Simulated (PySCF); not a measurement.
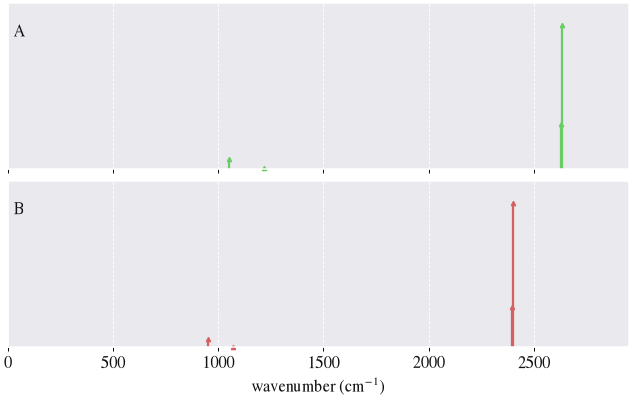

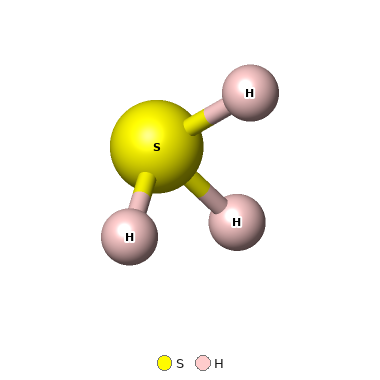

Harmonic infrared lines of SH₃⁺ and SeH₃⁺, all C3v singlets, each the lowest point that its search found (SH₃⁺ is drawn); the central atom changes down one group of the periodic table. PBE0/def2-TZVP, PySCF, unscaled, no spin-orbit coupling; each panel is scaled to its strongest line, degenerate modes are one line with their intensities summed, and dots on the axis are modes too weak to show or inactive.

Which panel belongs to which molecule?

A: SH₃⁺ (strongest line 2634.3 cm⁻¹); B: SeH₃⁺ (strongest line 2401.1 cm⁻¹).

How do the bond length and the stretches change along the series?

Mean bond length: SH₃⁺ 1.357, SeH₃⁺ 1.480 Å, rising down the group. Highest e mode: SH₃⁺ 2634, SeH₃⁺ 2401 cm⁻¹, falling down the group.

Limits of at least one run: no scalar relativity.
